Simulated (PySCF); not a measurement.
## A study: HO, doublet, SMILES `[OH]`

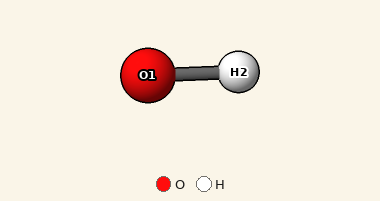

The molecule, with its atoms numbered as below. No frequency check shows the geometry to be a minimum.

Cartesian coordinates (Å):

```
O1       0.1070    0.0000    0.0000
H2      -0.8563    0.0000    0.0000
```

## 1. Bonding charge

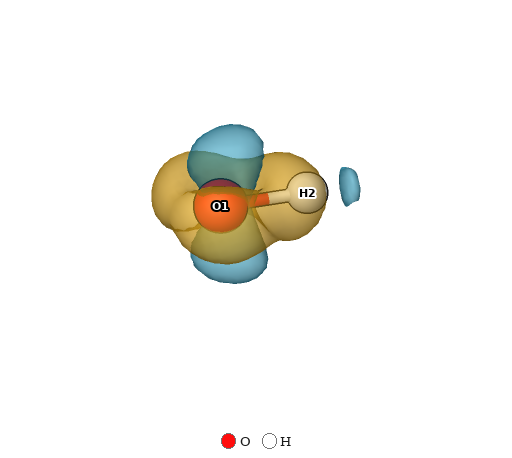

Deformation density (molecule less spherical, spin-averaged free atoms at the same positions), surfaces at ±0.1 e/Å³; yellow: gain, teal: loss.

Method: PBE0/aug-cc-pVDZ; geometry: GFN2-xTB; program: PySCF. The stability of the open-shell solution wasn't checked. GFN2-xTB doesn't know the spin state, so this open-shell geometry is rough.

**Describe the bonding that the map shows.**

O1–H2: +0.90 e/Å³ at the bond critical point (bond length 0.96 Å). In all, 0.5 electrons gather in the regions of gain relative to the promolecule.

## 2. Electrostatic potential

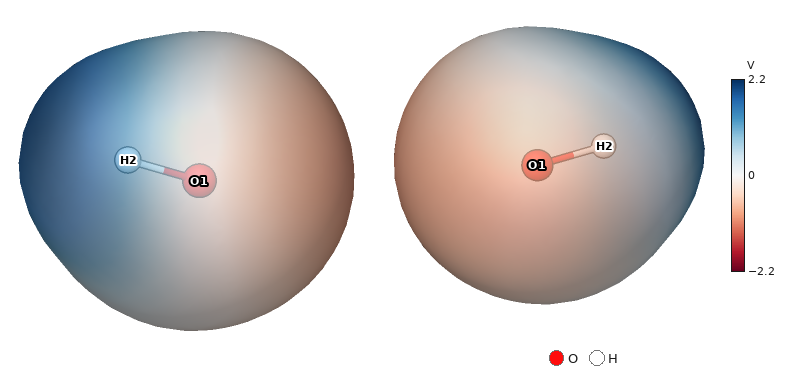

Electrostatic potential on the surface of electron density 0.001 a.u. (back view left, front view right).

**Where are the extremes of the potential on the surface?**

Highest: 2.15 V, 1.2 Å from H2. Lowest: −0.99 V, 1.8 Å from O1, and at like points elsewhere. The surface is sampled at points, so like sites can differ by a few per cent and only the strongest of them is named.

## 3. Spin density

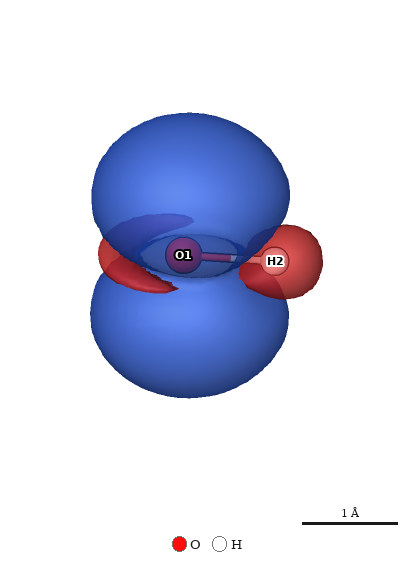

Spin density ρα − ρβ at ±0.01 e/Å³ (blue: excess α, red: excess β).

**Where is the unpaired spin?**

Hirshfeld spin populations: O1 +0.96 and H2 +0.04. ⟨S²⟩ = 0.75, as for a pure state. The picture also shows regions of β spin from spin polarisation; the Hirshfeld sums, whose atoms overlap, net them against the α spin of neighbours. The density isn't cylindrical: this is one component of a degenerate Π or Δ state.

## 4. In an electric field

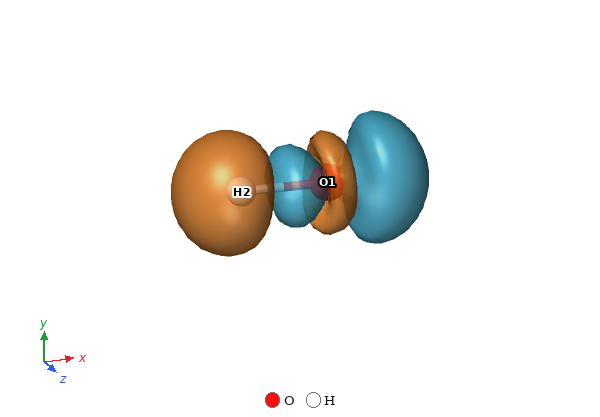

Change of the electron density in a uniform field of 0.51 V/Å, surfaces at ±0.004 e/Å³ (light blue: gain, orange: loss).

Method: PBE0/def2-SVP; geometry: GFN2-xTB; program: PySCF. A basis without diffuse functions makes polarisabilities too small. The stability of the open-shell solution wasn't checked. GFN2-xTB doesn't know the spin state, so this open-shell geometry is rough.

The field was applied in both directions; the picture shows the one opposite to the script's first.

**Along which Cartesian direction does the field point?**

Along −x: electrons gather on the +x side, against the field.

**What dipole is induced, and what polarisability does it imply?**

The induced dipole is 0.14 D (along the field); α along this axis, from the fields in both directions, is 6 bohr³ (0.8 Å³).

The PySCF runs shown took 4.1 s and 3.9 s on 1 thread of Intel(R) Xeon(R) Platinum 8259CL CPU @ 2.50GHz (Skylake/Cascade Lake), on a shared host.
